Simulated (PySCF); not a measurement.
Single-point calculation of Ga$_{2}$ (charge −1)

- system: Ga$_{2}$, charge −1, multiplicity 2
- method: ROKS-pbesol/6-31g (PySCF 2.14.0)

Some settings of this run were made unusual or wrong on purpose.

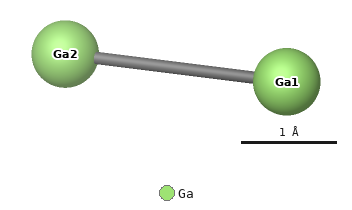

Figure 1. The structure as given in the input (ball-and-stick view, seen at an oblique angle; atoms are numbered from 1 in the order of the input). Sticks mark near contacts.

Outcome:

| quantity | value |
| --- | --- |
| outcome | converged |
| SCF energy | −3845.506603 hartree |
| hardware | 1 CPU thread, shared host |
| wall time | 3.9 s |

What went wrong:

Some settings of this run were drawn to be unusual or wrong. It converged; results that depend on the unusual settings are not reference values.

Input:
```python
from pyscf import gto, dft

mol = gto.M(
    atom='Ga 0 0 0; Ga 0 0 2.51',
    basis='6-31g',
    charge=-1,
    spin=1,
    verbose=4,
)
mf = dft.ROKS(mol, xc='pbesol')
mf.grids.atom_grid = (20, 50)
mf = mf.newton()
mf.kernel()
mf.dip_moment()
print('orbital energies (hartree):', mf.mo_energy[..., max(0, mol.nelec[1]-3):mol.nelec[0]+3].round(4))
```

Run as:
```bash
OMP_NUM_THREADS=1 python input.py
```

What the program printed:
```
PySCF version 2.14.0

[INPUT] verbose = 4
[INPUT] num. atoms = 2
[INPUT] num. electrons = 63
[INPUT] charge = -1
[INPUT] spin (= nelec alpha-beta = 2S) = 1
[INPUT] symmetry False subgroup None
[INPUT] Mole.unit = angstrom
[INPUT] Symbol           X                Y                Z      unit          X                Y                Z       unit  Magmom
[INPUT]  1 Ga     0.000000000000   0.000000000000   0.000000000000 AA    0.000000000000   0.000000000000   0.000000000000 Bohr   0.0
[INPUT]  2 Ga     0.000000000000   0.000000000000   2.510000000000 AA    0.000000000000   0.000000000000   4.743212572658 Bohr   0.0

nuclear repulsion = 202.605298682916
number of shells = 22
number of NR pGTOs = 180
number of NR cGTOs = 54
basis = 6-31g
ecp = {}

******** <class 'pyscf.soscf.newton_ah.SecondOrderROKS'> ********
method = SecondOrderROKS
initial guess = minao
damping factor = 0
level_shift factor = 0
DIIS = <class 'pyscf.scf.diis.CDIIS'>
diis_start_cycle = 1
diis_space = 8
diis_damp = 0
SCF conv_tol = 1e-09
SCF conv_tol_grad = None
SCF max_cycles = 50
direct_scf = True
direct_scf_tol = 1e-13
num. doubly occ = 31  num. singly occ = 1
XC library pyscf.dft.libxc version 7.0.0
    S. Lehtola, C. Steigemann, M. J.T. Oliveira, and M. A.L. Marques.,  SoftwareX 7, 1–5 (2018)
XC functionals = pbesol
    J. P. Perdew, A. Ruzsinszky, G. I. Csonka, O. A. Vydrov, G. E. Scuseria, L. A. Constantin, X. Zhou, and K. Burke.,  Phys. Rev. Lett. 100, 136406 (2008)
    J. P. Perdew, A. Ruzsinszky, G. I. Csonka, O. A. Vydrov, G. E. Scuseria, L. A. Constantin, X. Zhou, and K. Burke.,  Phys. Rev. Lett. 100, 136406 (2008)
radial grids:
    Treutler-Ahlrichs [JCP 102, 346 (1995); DOI:10.1063/1.469408] (M4) radial grids

becke partition: Becke, JCP 88, 2547 (1988); DOI:10.1063/1.454033
pruning grids: <function nwchem_prune>
grids dens level: 3
symmetrized grids: False
atomic radii adjust function: <function treutler_atomic_radii_adjust>
User specified grid scheme (20, 50)
small_rho_cutoff = 0
******** <class 'pyscf.dft.roks.ROKS'> Newton solver flags ********
SCF tol = 1e-09
conv_tol_grad = None
max. SCF cycles = 50
direct_scf = True
direct_scf_tol = 1e-13
max_cycle_inner = 12
max_stepsize = 0.05
ah_start_tol = 1e+09
ah_level_shift = 0
ah_conv_tol = 1e-12
ah_lindep = 1e-14
ah_start_cycle = 1
ah_max_cycle = 40
ah_grad_trust_region = 2.5
kf_interval = 4
kf_trust_region = 5
canonicalization = True
Set conv_tol_grad to 3.16228e-05
tot grids = 2528
  HOMO = -0.141499328006189  LUMO = -0.138700857919999  gap/eV = 0.07615
Initial guess E= -3845.48239115207  |g|= 0.170508
macro= 0  E= -3845.50659962585  delta_E= -0.0242085  |g|= 0.0134697  3 KF 9 JK
macro= 1  E= -3845.50660382263  delta_E= -4.19678e-06  |g|= 0.00128722  3 KF 16 JK
macro= 2  E= -3845.50660349488  delta_E= 3.27749e-07  |g|= 0.000180723  2 KF 10 JK
macro= 3  E= -3845.50660349842  delta_E= -3.54567e-09  |g|= 0.000115382  1 KF 3 JK
macro= 4  E= -3845.50660349842  delta_E= 3.63798e-12  |g|= 1.07704e-05  1 KF 2 JK
Canonicalize SCF orbitals
macro X = 5  E=-3845.50660349842  |g|= 1.07704e-05  total 11 KF 46 JK

WARN: HOMO 0.05647203345787293 > LUMO 0.045768726146712645 was found in the canonicalized orbitals.

converged SCF energy = -3845.50660349842

WARN: System has nonzero charge -1; the dipole moment is origin-dependent.
Location of origin: [0. 0. 0.]

Dipole moment(X, Y, Z, Debye):  0.00022, -0.00052, -6.02801
orbital energies (hartree): [-0.1767 -0.08    0.0565  0.0502  0.0458  0.1189  0.1233]
```
